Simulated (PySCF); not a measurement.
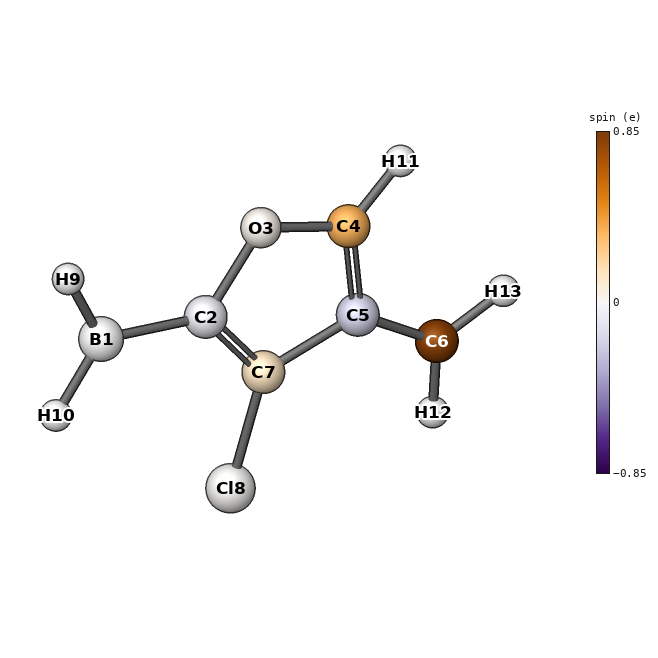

Atoms are coloured by their Mulliken spin populations. State: neutral, doublet. The computed structure is the end point of a GFN2-xTB optimisation. No frequency run is at hand to confirm it as a minimum. Method: UKS B3LYP, pcH-1 on B C Cl H O, non-relativistic (PySCF 2.14.0).

List the Mulliken spin populations.

```
atom  value (e)
  B1      −0.01
  C2      −0.06
  O3       0.03
  C4       0.36
  C5      −0.19
  C6       0.82
  C7       0.13
 Cl8       0.01
  H9       0.00
 H10       0.00
 H11      −0.02
 H12      −0.04
 H13      −0.04
```

Mulliken values depend strongly on the basis set. The geometry is semi-empirical. Around B such bond lengths and angles can be off by a tenth of an ångström or more and by several degrees, and values that hang on the shape move with them.
